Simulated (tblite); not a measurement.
# Run report: C₆H₁₅NSi, frequency calculation

- system: C₆H₁₅NSi, SMILES CC(C)[C@@H]1CN[SiH2]C1
- method: GFN2-xTB harmonic vibrations, gas phase (tblite 0.8.0)

It belongs to a series of runs on one base structure; here: H on C replaced by iPr.

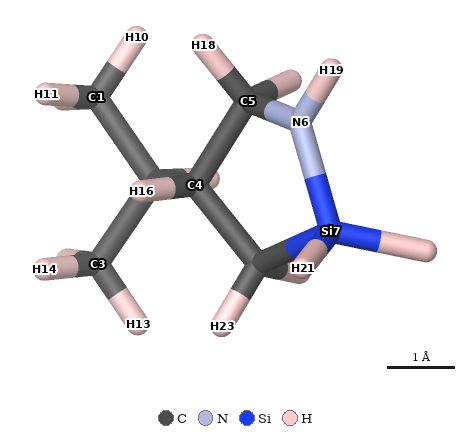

The structure (stick view, seen at a tilt; atoms are numbered from 1 in the order of the input). Bond lengths as drawn: C–C 1.53 to 1.54 Å, C–H 1.09 to 1.10 Å, C–N 1.45 Å, C–Si 1.90 Å, H–N 1.01 Å, H–Si 1.47 Å and N–Si 1.71 Å.

## Results in brief

- outcome: converged
- total energy: −685.1056 eV
- zero-point energy: 124.8610 kcal/mol
- hardware: 1 CPU thread, shared host
- wall time: 2.9 s
- peak memory: 0.18 GiB

## Input file
```
{"job": {"kind": "ir", "xc": "GFN2-xTB", "basis": "xTB"}, "charge": 0, "multiplicity": 1}
C     -2.182337    -0.133200     0.993640
C     -1.274378     0.312312    -0.153180
C     -1.888289    -0.122744    -1.483647
C      0.146557    -0.249688    -0.000603
C      0.777238     0.085901     1.355691
N      2.191426    -0.205347     1.241449
Si     2.839463    -0.006319    -0.331635
C      1.112855     0.257609    -1.076809
H     -3.203581     0.196577     0.813822
H     -1.855576     0.286015     1.941383
H     -2.184999    -1.218042     1.076033
H     -1.213849     1.407655    -0.140168
H     -1.308327     0.249508    -2.323557
H     -1.926521    -1.208710    -1.543906
H     -2.902628     0.260122    -1.576169
H      0.102078    -1.341488    -0.074856
H      0.600391     1.143762     1.601084
H      0.345803    -0.525275     2.153796
H      2.704292    -0.140334     2.103938
H      3.711660     1.158342    -0.535662
H      3.514993    -1.236997    -0.751333
H      0.933268     1.318079    -1.259962
H      0.955710    -0.260752    -2.019269
```

The first line tells a small driver script what to run in tblite; the rest is the geometry in Å.

Run as:
```bash
OMP_NUM_THREADS=1 python <driver script> task.json out
```

## What the program printed
```
mode    cm-1     km/mol
  1      66.7      0.05
  2      94.3      0.61
  3     151.8      3.77
  4     179.2      0.27
  5     221.7      0.11
  6     233.6      0.31
  7     314.5      4.46
  8     347.3     30.19
  9     376.7     38.12
 10     398.8      2.46
 11     438.1     14.26
 12     471.8     12.36
 13     507.2     31.16
 14     531.9     60.44
 15     561.0     21.43
 16     672.9    150.99
 17     780.2     31.54
 18     809.8    184.05
 19     811.0     89.83
 20     855.4     90.55
 21     883.4     99.91
 22     932.4      2.99
 23     947.8      2.06
 24     973.5      7.46
 25     982.7      0.40
 26    1021.4      5.71
 27    1082.7      2.75
 28    1103.7      9.32
 29    1141.0     44.33
 30    1155.0     15.42
 31    1162.5      5.24
 32    1180.1      4.98
 33    1222.3      0.65
 34    1231.0      5.87
 35    1236.7     67.60
 36    1292.2      7.57
 37    1317.4     15.66
 38    1326.0      2.23
 39    1350.6     11.86
 40    1367.6     10.30
 41    1408.3      2.49
 42    1421.5      2.24
 43    1491.6      1.47
 44    1499.2      0.23
 45    1501.1      0.98
 46    1507.6      2.20
 47    1510.0      1.21
 48    1519.6      4.39
 49    2193.5    479.28
 50    2241.0    274.51
 51    2847.4     69.72
 52    2912.4     36.50
 53    2929.8     57.24
 54    2940.1     68.48
 55    2974.8     67.31
 56    3018.6     28.77
 57    3022.7      7.00
 58    3025.6     34.44
 59    3027.9     70.46
 60    3033.6     79.88
 61    3046.7     34.90
 62    3048.9     34.78
 63    3486.3      4.30
```

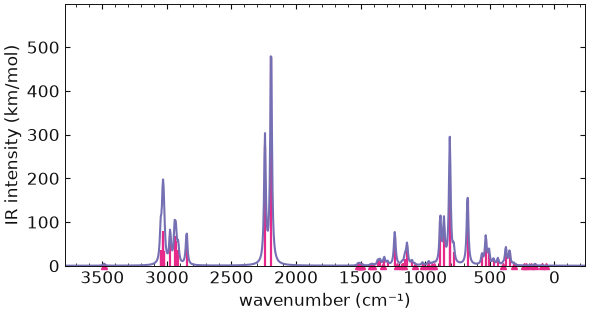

Harmonic infrared spectrum, unscaled: sticks (degenerate modes added up, dark ones marked on the axis) with a Lorentzian envelope of 16 cm⁻¹ full width, scaled to the tallest stick. 63 modes from 67 to 3486 cm⁻¹, none imaginary. The strongest line is at 2194 cm⁻¹ (479 km/mol).
